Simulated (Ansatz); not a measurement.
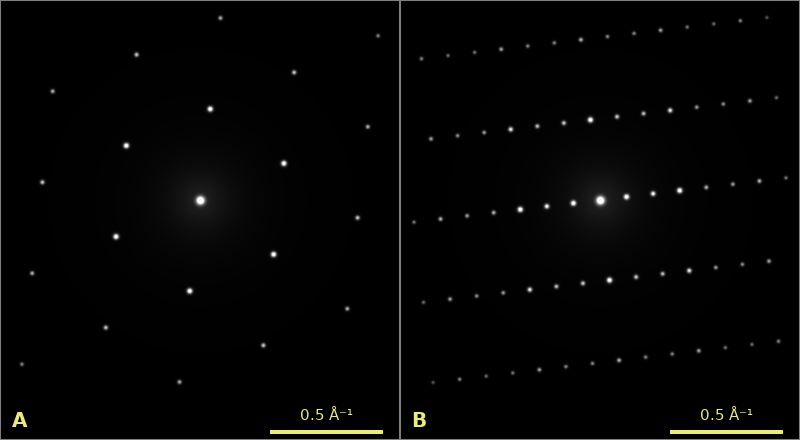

Kinematic electron diffraction patterns (200 kV, B = 0.5 Å², same scale, each along a low-index zone) of two structures of composition Li2Sc, each relaxed at zero pressure with DFT PBE, scalar-relativistic, plane waves, PAW in Ansatz 0.2.0. The runs are not spin-polarised.

The structures (standard cells):
1. Fm-3m (No. 225), a = 6.865 Å, 12 atoms; generated start, possibly hypothetical
2. Pccm (No. 49), a = 2.974 Å, b = 8.305 Å, c = 5.507 Å, 6 atoms; generated start, possibly hypothetical

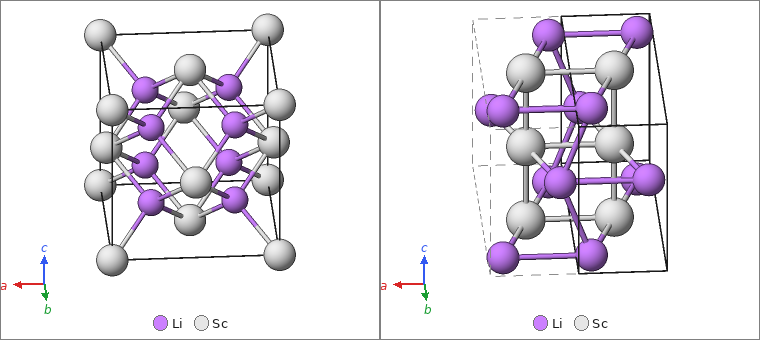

Drawings of the structures 1 to 2, from left to right (each may span several cells).

Which pattern belongs to which structure, and along which zone?

Answer. A is structure 1 along [111] or an equivalent direction: hexagonal net of -2 2 0 at d = 2.43 Å and -2 0 2 at d = 2.43 Å, 60.0° apart. B is structure 2 along [100]: rectangular net of 0 1 0 at d = 8.30 Å and 0 0 2 at d = 2.75 Å, 90.0° apart (some points of this net are extinct or too weak to see).

Rank the structures by their computed energy.

Answer. Structure 2 (Pccm, 22.67 Å³ an atom) is the lowest of these; structure 1 (Fm-3m, 26.96 Å³ an atom) lies about 510 meV an atom higher. These are static energies at 0 K; other structures, not shown, may lie lower still.
